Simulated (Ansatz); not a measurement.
System: C2H8O4Si.

Input

```
crystal:
  periodic: [false, false, false]
  atoms:
    - { symbol: Si, position_ang: [0.0, 0.0, 0.0] }
    - { symbol: O, position_ang: [0.0, 0.0, 1.68] }
    - { symbol: C, position_ang: [-1.1112, -0.3437, 2.4945] }
    - { symbol: H, position_ang: [-1.814, -0.9775, 1.9143] }
    - { symbol: H, position_ang: [-0.7584, -0.9037, 3.3856] }
    - { symbol: H, position_ang: [-1.6313, 0.5809, 2.8212] }
    - { symbol: O, position_ang: [1.5842, 0.0, -0.5594] }
    - { symbol: C, position_ang: [2.3503, -1.1632, -0.836] }
    - { symbol: H, position_ang: [1.7187, -1.9052, -1.3675] }
    - { symbol: H, position_ang: [3.2179, -0.8926, -1.4733] }
    - { symbol: H, position_ang: [2.7141, -1.6023, 0.1163] }
    - { symbol: O, position_ang: [-0.7913, 1.3709, -0.5594] }
    - { symbol: H, position_ang: [-1.7491, 1.1401, -0.7818] }
    - { symbol: O, position_ang: [-0.7913, -1.3709, -0.5594] }
    - { symbol: H, position_ang: [-1.2459, -1.8365, 0.2129] }
basis:
  gaussian: { orbitals: "6-31G" }
hamiltonian:
  xc: { name: BHLYP }
  dispersion: d4
relax:
  f_tol: 0.02
  max_steps: 40
output:
  orbitals: {}
```

Command:

```sh
ansatz run input.yaml --threads 1 --pin off --max-ram 2048MiB --backend cpu --events-out ev --progress --plain --runs-dir out
```

The fields are those of the run's last geometry, not of the input's.

Theory: Ansatz, RKS BHLYP-D4/6-31G.

Predict the electron density and electron localisation function between the atoms.

Si–O (1.67 Å): ρ is about 0.9 e/Å³ halfway; the ELF peaks at about 0.85 between the atoms, as expected for a shared but strongly polarised pair.

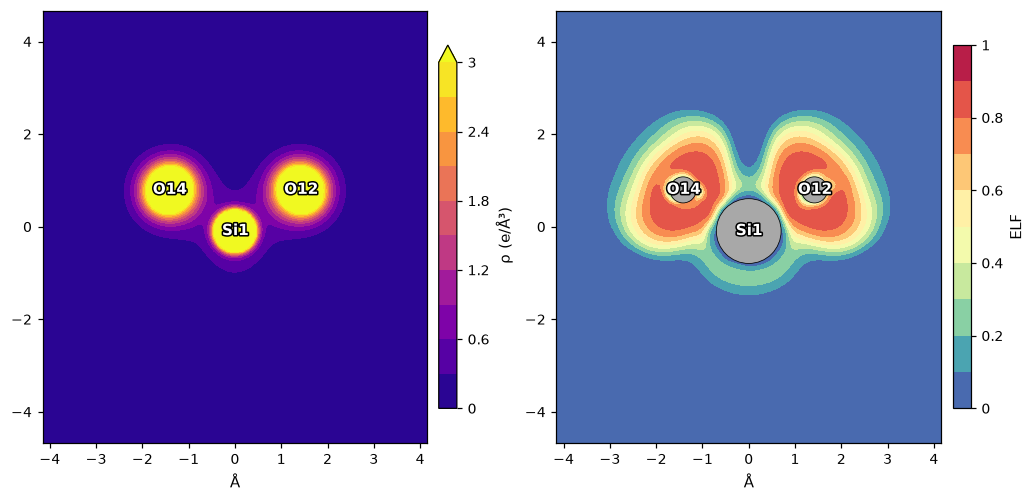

Computed electron density and electron localisation function on the plane of atoms O12, Si1 and O14, in this order. Grey discs cover the atomic cores in the ELF map. 
